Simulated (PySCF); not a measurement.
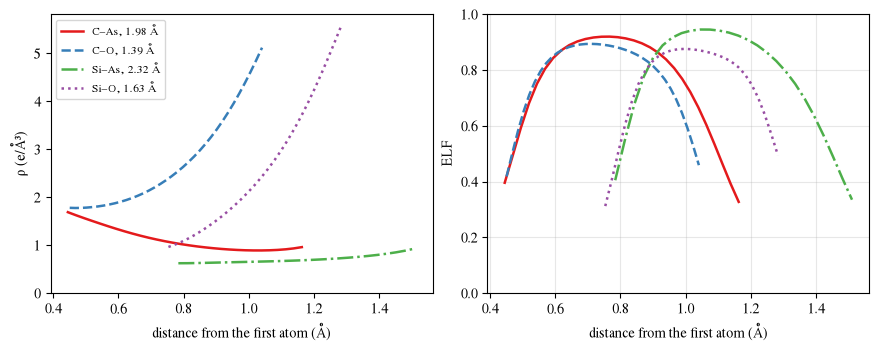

C₂H₁₁AsOSi₂ (SMILES CO[SiH2][As](C)[SiH3]). Electron density and electron localisation function along straight lines between neighbouring atoms. The curves leave out the atomic cores.

Geometry: GFN2-xTB.

Computed with CAM-B3LYP/def2-SVPD, SCF density, gas phase (PySCF 2.14.0).

Input

```
{"job": {"kind": "uv", "xc": "CAM-B3LYP", "basis": "def2-SVPD", "nstates": 8, "ntriplets": 3}, "charge": 0, "multiplicity": 1}
C      2.924186    -0.041208     0.468868
O      2.119853    -0.073908    -0.661072
Si     0.667521    -0.801473    -0.786955
As    -0.664146    -0.253118     1.037801
C     -2.299870    -1.169628     0.405219
Si    -1.260960     1.889359     0.367035
H      3.454566    -0.990194     0.589992
H      3.653527     0.761616     0.352264
H      2.328859     0.145035     1.373890
H      0.839943    -2.269513    -0.847029
H      0.324901    -0.315075    -2.124359
H     -2.545975    -0.901845    -0.621829
H     -2.166362    -2.250889     0.453636
H     -3.145850    -0.908466     1.042134
H     -2.382236     2.371162     1.191129
H     -1.704043     1.989263    -1.032500
H     -0.150911     2.830912     0.554983
```

Launched as:

```sh
OMP_NUM_THREADS=1 python probes_run.py task.json out
```

Q: What can be read from the curves?

A: C–As (1.98 Å): ρ at the midpoint is about 0.89 e/Å³; the ELF peaks at about 0.90 between the atoms; localised, covalent bonding.
C–O (1.39 Å): ρ is about 2.1 e/Å³ halfway, with its minimum of 1.8 e/Å³ about 0.5 Å from C; the ELF peaks at about 0.90 between the atoms; a shared but strongly polarised pair.
Si–As (2.32 Å): ρ is about 0.68 e/Å³ halfway; the ELF peaks at about 0.95 between the atoms: localised, covalent bonding.
Si–O (1.63 Å): the density is about 1.1 e/Å³ at the midpoint; the ELF peaks at about 0.90 between the atoms (a polar covalent bond).
